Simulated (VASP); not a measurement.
# A VASP study of Ge2SeO (PBE + D3): structure first, properties next, part 4 of 5

What structure does Ge2SeO take at this level, and what are its properties? The cell is invented: it takes the structure of a Materials Project entry for GeSe (space group 225 there), with some of its atoms replaced by other elements, volume scaled by an estimate. It may not be a known or stable phase.

VASP 6.6.1, plane waves and PAW; the level of theory is named at each step.

So far. Step 4 (Relaxing cell and atoms (PBE + D3)): It ends with a largest force of 0.006 eV/Å and a pressure of -0.06 GPa. Step 5 (Second relaxation): It ends with a largest force of 0.006 eV/Å and a pressure of -0.05 GPa. The volume moved by under 0.01 %: the run met its threshold at the first step. The relaxed cell has a = 3.736, c = 17.976 Å (conventional setting).

## Step 6: Single point with fields (PBE + D3)

Level of this step: PBE with D3; plane waves and PAW (Se, Ge_d, O); invented cell (VASP).

The relaxed cell gets a fresh self-consistent run, on a basis set for its own volume, to fix the density and to check the remaining stress.

INCAR reads:

```
SYSTEM = Ge2SeO
PREC = Accurate
ENCUT = 520
EDIFF = 1E-06
NELM = 100
ISMEAR = 0
SIGMA = 0.05
LREAL = .FALSE.
ALGO = Normal
GGA = PE
IVDW = 11
NBANDS = 26
LORBIT = 11
LWAVE = .FALSE.
LCHARG = .TRUE.
ISIF = 2
LELF = .TRUE.
LVHAR = .TRUE.
```

POSCAR reads:

```
Ge2SeO
1.0
    1.8680805134      1.0785366012      5.9919104936
   -1.8680805134      1.0785366012      5.9919104936
    0.0000000000     -2.1570742192      5.9919104932
Se Ge O
1 2 1
Direct
    0.0000000000      0.0000000000      0.0000000000
    0.7648635595      0.7648635595      0.7648635593
    0.2351364405      0.2351364405      0.2351364407
    0.5000000000      0.5000000000      0.5000000000
```

KPOINTS reads:

```
Automatic mesh
0
Gamma
6 6 6
0 0 0
```

The projector-augmented-wave data sets are Se, Ge_d and O (PBE family, release 64).

Started as:

```bash
mpirun -np 2 vasp_std
```

Log:

```text
[banner, memory and clock lines left out]
running    2 mpi-ranks, on    1 nodes
 distrk:  each k-point on    2 cores,    1 groups
 distr:  one band on    1 cores,    2 groups

 POSCAR found type information on POSCAR SeGeO
 POSCAR found :  3 types and       4 ions
 LDA part: xc-table for (Slater+PW92), standard interpolation
 POSCAR, INCAR and KPOINTS ok, starting setup
 FFT: planning ... GRIDC
 FFT: planning ... GRID_SOFT
 FFT: planning ... GRID
 WAVECAR not read
 entering main loop
       N       E                     dE             d eps       ncg     rms          rms(c)
DAV:   1     0.335498726758E+03    0.33550E+03   -0.20471E+04  1922   0.360E+03
DAV:   2     0.369593266488E+02   -0.29854E+03   -0.29087E+03  1704   0.706E+02
DAV:   3    -0.181056624801E+02   -0.55065E+02   -0.53591E+02  1968   0.180E+02
DAV:   4    -0.208070268128E+02   -0.27014E+01   -0.26864E+01  1958   0.432E+01
DAV:   5    -0.208597386675E+02   -0.52712E-01   -0.52586E-01  1990   0.676E+00    0.883E+00
DAV:   6    -0.195577407839E+02    0.13020E+01   -0.16722E+01  2216   0.250E+01    0.746E+00
DAV:   7    -0.188799736043E+02    0.67777E+00   -0.56936E+00  1970   0.947E+00    0.210E+00
DAV:   8    -0.188859597642E+02   -0.59862E-02   -0.49569E-01  1722   0.341E+00    0.911E-01
DAV:   9    -0.188846610342E+02    0.12987E-02   -0.42233E-02  2170   0.128E+00    0.330E-01
DAV:  10    -0.188845770543E+02    0.83980E-04   -0.11367E-02  2014   0.611E-01    0.801E-02
DAV:  11    -0.188846640892E+02   -0.87035E-04   -0.60556E-04  1912   0.151E-01    0.194E-02
DAV:  12    -0.188846812428E+02   -0.17154E-04   -0.45238E-05  1982   0.469E-02    0.875E-03
DAV:  13    -0.188846801680E+02    0.10748E-05   -0.85530E-06  1610   0.184E-02    0.378E-03
DAV:  14    -0.188846798094E+02    0.35865E-06   -0.13009E-06   966   0.725E-03
   1 F= -.19603186E+02 E0= -.19603007E+02  d E =-.357089E-03
```

Run time: 3.1 min. Hardware: 2 MPI ranks of AMD EPYC 7R43, shared host; peak memory 0.43 GiB; 6 min of CPU time.

OUTCAR, selected parts (step 6):

```text
   NELECT =      40.0000    total number of electrons

 E-fermi :   5.2834

 Edisp (eV)   -0.71851

 POSITION                                       TOTAL-FORCE (eV/Angst)
 -----------------------------------------------------------------------------------
      0.00000      0.00000      0.00000         0.000000     -0.000000      0.000000
      0.00000     -0.00000     13.74898         0.000000      0.000000     -0.006058
      0.00000     -0.00000      4.22675         0.000000     -0.000000      0.006058
      0.00000     -0.00000      8.98787         0.000000      0.000000     -0.000000
 -----------------------------------------------------------------------------------
    total drift:                                0.000000     -0.000000      0.000000

  FREE ENERGIE OF THE ION-ELECTRON SYSTEM (eV)
  ---------------------------------------------------
  free  energy   TOTEN  =       -19.6031860162 eV

  energy  without entropy=      -19.6028289275  energy(sigma->0) =      -19.60300747

[... 17 parts as in an earlier step ...]

[... 2 further parts left out ...]
```

This step gave:

- SCF cycles: 14

Valence electrons inside each PAW sphere by angular momentum. Sphere charges, by row:

| atom | s (e) | p (e) | d (e) | tot (e) |
| --- | --- | --- | --- | --- |
| Se1 | 1.47 | 2.314 | 0.036 | 3.821 |
| Ge2 | 1.37 | 0.624 | 10.03 | 12.02 |
| Ge3 | 1.37 | 0.624 | 10.03 | 12.02 |
| O4 | 1.6 | 3.233 | 0 | 4.833 |

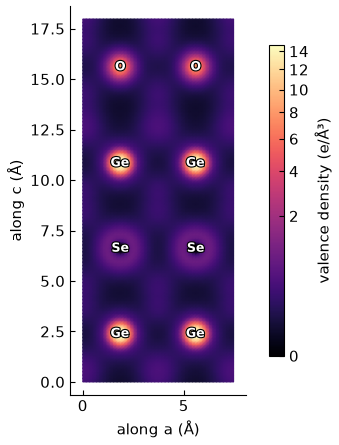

Valence density in the ac plane of the conventional cell at fractional y = 0.000, with atoms of Se and Ge and O within 0.2 Å of it. It is the smooth field of the valence electrons, not physical close to the nuclei. The map starts off the cell's origin, so that atoms lie inside it. The colour scale is stretched toward low values.

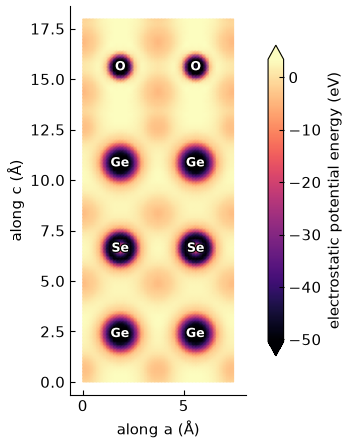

Electrostatic potential energy in the ac plane of the conventional cell at fractional y = 0.000, with atoms of Se and Ge and O within 0.2 Å of it. With pseudopotentials it is smooth inside the atoms' cores, unlike the true potential. The map starts off the cell's origin, so that atoms lie inside it.

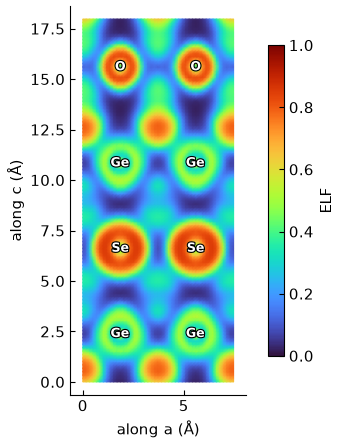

ELF in the ac plane of the conventional cell at fractional y = 0.000, with atoms of Se and Ge and O within 0.2 Å of it. It is the smooth field of the valence electrons, not physical close to the nuclei. The map starts off the cell's origin, so that atoms lie inside it.

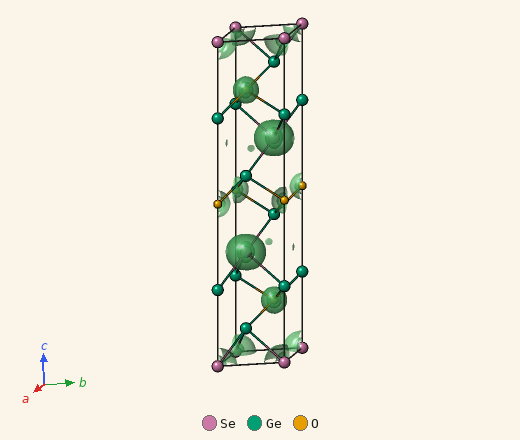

Surface of ELF = 0.78. Bonds to atoms that aren't drawn are left out.

In this run the pressure is -0.05 GPa, small enough to go on.

## Step 7: Bands along the symmetry lines (PBE + D3)

Levels along the symmetry lines show where the bands peak and cross; KPOINTS_OPT computes them in the converged potential.

INCAR reads:

```
SYSTEM = Ge2SeO
PREC = Accurate
ENCUT = 520
EDIFF = 1E-06
NELM = 100
ISMEAR = 0
SIGMA = 0.05
LREAL = .FALSE.
ALGO = Normal
GGA = PE
IVDW = 11
NBANDS = 34
LORBIT = 11
LWAVE = .FALSE.
LCHARG = .FALSE.
KPAR = 2
```

POSCAR is that of step 6.

KPOINTS is that of step 6.

KPOINTS_OPT reads:

```
Line mode
16
Line-mode
Reciprocal
  0.00000000   0.00000000   0.00000000 GAMMA
  0.50000000   0.00000000   0.00000000 L

  0.50000000   0.00000000   0.00000000 L
  0.50000000   0.18826639  -0.18826639 B1

  0.81173361   0.50000000   0.18826639 B
  0.50000000   0.50000000   0.50000000 Z

  0.50000000   0.50000000   0.50000000 Z
  0.00000000   0.00000000   0.00000000 GAMMA

  0.00000000   0.00000000   0.00000000 GAMMA
  0.34413319   0.00000000  -0.34413319 X

  0.65586681   0.34413319   0.00000000 Q
  0.50000000   0.50000000   0.00000000 F

  0.50000000   0.50000000   0.00000000 F
  0.65586681   0.65586681   0.18826639 P1

  0.65586681   0.65586681   0.18826639 P1
  0.50000000   0.50000000   0.50000000 Z

  0.50000000   0.00000000   0.00000000 L
  0.81173361   0.34413319   0.34413319 P
```

Started as:

```bash
mpirun -np 2 vasp_std
```

Log:

```text
[... set-up lines as in an earlier step ...]
 entering main loop
       N       E                     dE             d eps       ncg     rms          rms(c)
DAV:   1     0.352876240555E+03    0.35288E+03   -0.18623E+04  2850   0.274E+03
DAV:   2     0.421483826223E+02   -0.31073E+03   -0.29060E+03  2200   0.681E+02
DAV:   3    -0.180764713312E+02   -0.60225E+02   -0.59072E+02  2492   0.151E+02
DAV:   4    -0.208133808879E+02   -0.27369E+01   -0.27302E+01  2556   0.356E+01
DAV:   5    -0.208599898887E+02   -0.46609E-01   -0.46601E-01  2612   0.537E+00    0.884E+00
DAV:   6    -0.195778356582E+02    0.12822E+01   -0.13917E+01  3022   0.191E+01    0.753E+00
DAV:   7    -0.188910594355E+02    0.68678E+00   -0.52004E+00  2744   0.722E+00    0.206E+00
DAV:   8    -0.188861172158E+02    0.49422E-02   -0.40961E-01  2352   0.246E+00    0.954E-01
DAV:   9    -0.188848778401E+02    0.12394E-02   -0.31051E-02  2570   0.970E-01    0.306E-01
DAV:  10    -0.188845971052E+02    0.28073E-03   -0.96203E-03  2726   0.448E-01    0.871E-02
DAV:  11    -0.188846747238E+02   -0.77619E-04   -0.71456E-04  2454   0.119E-01    0.246E-02
DAV:  12    -0.188846810508E+02   -0.63269E-05   -0.81349E-05  2602   0.432E-02    0.905E-03
DAV:  13    -0.188846801742E+02    0.87660E-06   -0.93332E-06  2238   0.153E-02
   1 F= -.19603186E+02 E0= -.19603008E+02  d E =-.357089E-03
 Start KPOINTS_OPT (optional k-point list driver)
k-point batch [1-32\144]
       N       E                     dE             ncg
DAV:   1    -0.187487351419E+04   -0.34493E+05     2830
DAV:   2    -0.117040066820E+05   -0.98291E+04     2192
DAV:   3    -0.135573631609E+05   -0.18534E+04     2450
DAV:   4    -0.136457192434E+05   -0.88356E+02     2616
DAV:   5    -0.136472251612E+05   -0.15059E+01     2546
DAV:   6    -0.136472567065E+05   -0.31545E-01     2576
DAV:   7    -0.136472576909E+05   -0.98441E-03     2582
DAV:   8    -0.136472577297E+05   -0.38800E-04     2558
DAV:   9    -0.136472577312E+05   -0.14523E-05     1826
DAV:  10    -0.136472577314E+05   -0.25540E-06     1450
[...]
k-point batch [129-144\144]
       N       E                     dE             ncg
DAV:   1     0.123562662946E+05   -0.21851E+05     1404
DAV:   2     0.720521532502E+04   -0.51511E+04     1088
DAV:   3     0.624531042220E+04   -0.95990E+03     1218
DAV:   4     0.619967923533E+04   -0.45631E+02     1344
DAV:   5     0.619890772082E+04   -0.77151E+00     1300
DAV:   6     0.619889107982E+04   -0.16641E-01     1336
DAV:   7     0.619889055867E+04   -0.52115E-03     1328
DAV:   8     0.619889053779E+04   -0.20881E-04     1320
DAV:   9     0.619889053701E+04   -0.77643E-06      936
```

Run time: 12 min. Hardware: 2 MPI ranks; peak memory 0.75 GiB.

From OUTCAR (step 7):

```text
   k-points           NKPTS =     32   k-points in BZ     NKDIM =     32   number of bands    NBANDS=     34

   NELECT =      40.0000    total number of electrons

 E-fermi :   5.2829

 k-point     1 :       0.0000    0.0000    0.0000
  band No.  band energies     occupation
    ...
     15       1.9140      2.00000
     16       1.9140      2.00000
     17       2.7393      2.00000
     18       3.8478      2.00000
     19       3.8478      2.00000
     20       5.5107      0.00000
     21       5.6722      0.00000
     22       6.9906      0.00000
     23       6.9906      0.00000
     24      10.4053      0.00000
    ...

 Edisp (eV)   -0.71851

  Total      -0.03228    -0.03228    -0.03817     0.00000     0.00000     0.00000
  in kB      -0.71397    -0.71397    -0.84421     0.00000     0.00000     0.00000
  external pressure =       -0.76 kB  Pullay stress =        0.00 kB

 POSITION                                       TOTAL-FORCE (eV/Angst)
 -----------------------------------------------------------------------------------
      0.00000      0.00000      0.00000        -0.000000     -0.000000     -0.000000
      0.00000     -0.00000     13.74898        -0.000000      0.000000     -0.006194
      0.00000     -0.00000      4.22675        -0.000000     -0.000000      0.006194
      0.00000     -0.00000      8.98787         0.000000     -0.000000     -0.000000
 -----------------------------------------------------------------------------------
    total drift:                                0.000000     -0.000000      0.000000

  FREE ENERGIE OF THE ION-ELECTRON SYSTEM (eV)
  ---------------------------------------------------
  free  energy   TOTEN  =       -19.6031863809 eV

  energy  without entropy=      -19.6028292922  energy(sigma->0) =      -19.60300784

[... 7 parts as in an earlier step ...]

[... 9 further parts left out ...]
```

Spin-orbit coupling is off here; it would split degenerate levels.

This step gave:

* SCF cycles: 13
* bands: 34
* pressure: -0.07574 GPa

The electronic bands at the labelled points (eV, zero at the Fermi level; # counts the bands kept, so #1 is VASP's band 13):

| point | #5 | #6 | #7 | #8 | #9 | #10 | #11 | #12 |
| --- | --- | --- | --- | --- | --- | --- | --- | --- |
| Γ | -2.54 | -1.44 | -1.44 | 0.23 | 0.39 | 1.71 | 1.71 | 5.12 |
| L | -4.12 | -2.77 | -2.73 | -2.51 | 2.04 | 2.72 | 2.87 | 3.02 |
| B1 | -3.78 | -3.51 | -2.19 | -1.78 | 1.67 | 1.88 | 2.81 | 3.64 |
| jump to B | -3.78 | -3.51 | -2.19 | -1.78 | 1.67 | 1.88 | 2.81 | 3.64 |
| Z | -2.25 | -1.53 | -1.53 | -1.36 | 2.89 | 3.02 | 3.02 | 3.06 |
| Γ | -2.54 | -1.44 | -1.44 | 0.23 | 0.39 | 1.71 | 1.71 | 5.12 |
| X | -4.17 | -3.30 | -2.43 | -1.31 | 1.41 | 1.93 | 2.50 | 4.42 |
| jump to Q | -4.17 | -3.30 | -2.43 | -1.31 | 1.41 | 1.93 | 2.50 | 4.42 |
| F | -4.03 | -2.45 | -2.18 | -0.39 | 0.02 | 2.06 | 2.06 | 3.87 |
| P1 | -3.94 | -3.05 | -2.30 | -0.67 | 0.36 | 2.16 | 2.21 | 3.87 |
| Z | -2.25 | -1.53 | -1.53 | -1.36 | 2.89 | 3.02 | 3.02 | 3.06 |
| jump to L | -4.12 | -2.77 | -2.73 | -2.51 | 2.04 | 2.72 | 2.87 | 3.02 |
| P | -3.94 | -3.05 | -2.30 | -0.67 | 0.36 | 2.16 | 2.21 | 3.87 |

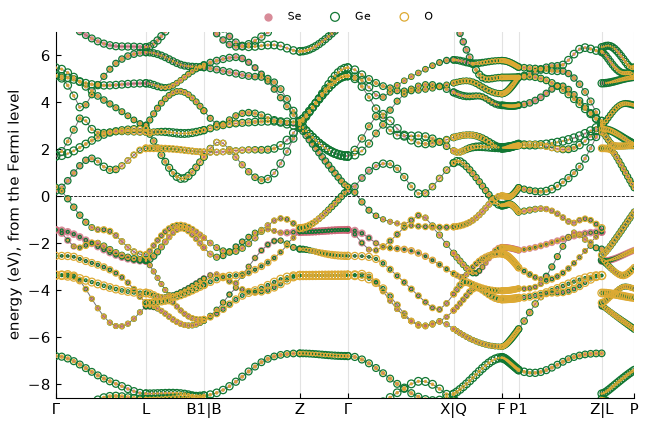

Electronic bands along the path; dots are coloured as in the legend, and their area grows with the weight.

There is no gap at this level.

## Step 8: Total and projected DOS (PBE + D3)

Here the states are counted by energy and projected on the atoms. The mesh is finer than in the run before.

Edit INCAR of step 7 so:

```diff
@@ -5,3 +5,3 @@
 NELM = 100
-ISMEAR = 0
+ISMEAR = -5
 SIGMA = 0.05
@@ -16 +16,2 @@
 KPAR = 2
+NEDOS = 2001
```

POSCAR is that of step 7.

KPOINTS reads:

```
Automatic mesh
0
Gamma
9 9 9
0 0 0
```

Started as:

```bash
mpirun -np 2 vasp_std
```

Log:

```text
[... set-up lines as in an earlier step ...]
 entering main loop
       N       E                     dE             d eps       ncg     rms          rms(c)
DAV:   1     0.357283268526E+03    0.35728E+03   -0.18579E+04  7448   0.279E+03
DAV:   2     0.426990387282E+02   -0.31458E+03   -0.29417E+03  5804   0.682E+02
DAV:   3    -0.179558461294E+02   -0.60655E+02   -0.59369E+02  6612   0.152E+02
DAV:   4    -0.208054180596E+02   -0.28496E+01   -0.28422E+01  6794   0.363E+01
DAV:   5    -0.208538466367E+02   -0.48429E-01   -0.48425E-01  6938   0.550E+00    0.884E+00
DAV:   6    -0.195388232654E+02    0.13150E+01   -0.13734E+01  8166   0.192E+01    0.740E+00
DAV:   7    -0.188718132939E+02    0.66701E+00   -0.50017E+00  7226   0.721E+00    0.207E+00
DAV:   8    -0.188682326834E+02    0.35806E-02   -0.41496E-01  6174   0.247E+00    0.961E-01
DAV:   9    -0.188667795237E+02    0.14532E-02   -0.32165E-02  6990   0.983E-01    0.311E-01
DAV:  10    -0.188665826940E+02    0.19683E-03   -0.10227E-02  7254   0.456E-01    0.903E-02
DAV:  11    -0.188666454043E+02   -0.62710E-04   -0.80891E-04  6588   0.124E-01    0.281E-02
DAV:  12    -0.188666567456E+02   -0.11341E-04   -0.10990E-04  6902   0.495E-02    0.885E-03
DAV:  13    -0.188666565041E+02    0.24147E-06   -0.10348E-05  5866   0.165E-02    0.357E-03
DAV:  14    -0.188666557132E+02    0.79098E-06   -0.83469E-07  4322   0.510E-03
   1 F= -.19585162E+02 E0= -.19585162E+02  d E =0.000000E+00
 -----------------------------------------------------------------------------
|                                                                             |
|           W    W    AA    RRRRR   N    N  II  N    N   GGGG   !!!           |
|           W    W   A  A   R    R  NN   N  II  NN   N  G    G  !!!           |
|           W    W  A    A  R    R  N N  N  II  N N  N  G       !!!           |
|           W WW W  AAAAAA  RRRRR   N  N N  II  N  N N  G  GGG   !            |
|           WW  WW  A    A  R   R   N   NN  II  N   NN  G    G                |
|           W    W  A    A  R    R  N    N  II  N    N   GGGG   !!!           |
|                                                                             |
|     Tetrahedron method does not include variations of the Fermi             |
|     occupations, so forces and stress will be inaccurate. We suggest        |
|     using a different smearing scheme ISMEAR = 1 or 2 for metals in         |
|     relaxations.                                                            |
|                                                                             |
 -----------------------------------------------------------------------------
```

Elapsed: 8.6 min, on 2 MPI ranks; peak memory 0.81 GiB.

Parts of OUTCAR (step 8):

```text
   k-points           NKPTS =     85   k-points in BZ     NKDIM =     85   number of bands    NBANDS=     34

   NELECT =      40.0000    total number of electrons

 E-fermi :   5.2774

 k-point     1 :       0.0000    0.0000    0.0000
  band No.  band energies     occupation
    ...
     16       1.9283      2.00000
     17       2.7559      2.00000
     18       3.8529      2.00000
     19       3.8529      2.00000
     20       5.5110      1.66890
     21       5.6795      0.00000
     22       6.9904      0.00000
     23       6.9904      0.00000
     24      10.4072      0.00000
     25      10.4072      0.00000
    ...

 Edisp (eV)   -0.71851

  Total       0.07193     0.07193     0.06299     0.00000    -0.00000     0.00000
  in kB       1.59091     1.59092     1.39322     0.00000    -0.00000     0.00000
  external pressure =        1.53 kB  Pullay stress =        0.00 kB

 POSITION                                       TOTAL-FORCE (eV/Angst)
 -----------------------------------------------------------------------------------
      0.00000      0.00000      0.00000        -0.000000      0.000000      0.000000
      0.00000     -0.00000     13.74898        -0.000000      0.000000     -0.023337
      0.00000     -0.00000      4.22675        -0.000000     -0.000000      0.023337
      0.00000     -0.00000      8.98787         0.000000      0.000000      0.000000
 -----------------------------------------------------------------------------------
    total drift:                                0.000000     -0.000000      0.000000

  FREE ENERGIE OF THE ION-ELECTRON SYSTEM (eV)
  ---------------------------------------------------
  free  energy   TOTEN  =       -19.5851619199 eV

  energy  without entropy=      -19.5851619199  energy(sigma->0) =      -19.58516192

[... 6 parts as in an earlier step ...]

[... 10 further parts left out ...]
```

With tetrahedra the forces and stress of a metal are not exact derivatives of the energy.

Numbers from this step:

* SCF cycles: 14
* irreducible k-points: 85
* free energy (TOTEN): -19.59 eV
* Fermi energy: 5.277 eV
* pressure: 0.1525 GPa
* DOS at the Fermi level: 0.01351 states/eV/cell

(Continued in part 5 of 5.)

[Lines on the potential files, build, host, timing and source positions are cut from VASP's logs without a mark.]

[Logs are printed without paths, hosts, clocks, repeated set-up lines and the standing remarks that a program may print on its own settings, such as how far it seeks lower states.]

[Hosts, paths, dates, database ids (printed as entryN), source tags and the programs' standing remarks are cut or masked in the printed files.]

[A measured line is paired with the nearest computed mode of its activity, which favours agreement.]

[In band tables of VASP the shares of atoms and orbitals are scaled to a sum of 1 inside the atoms' spheres.]
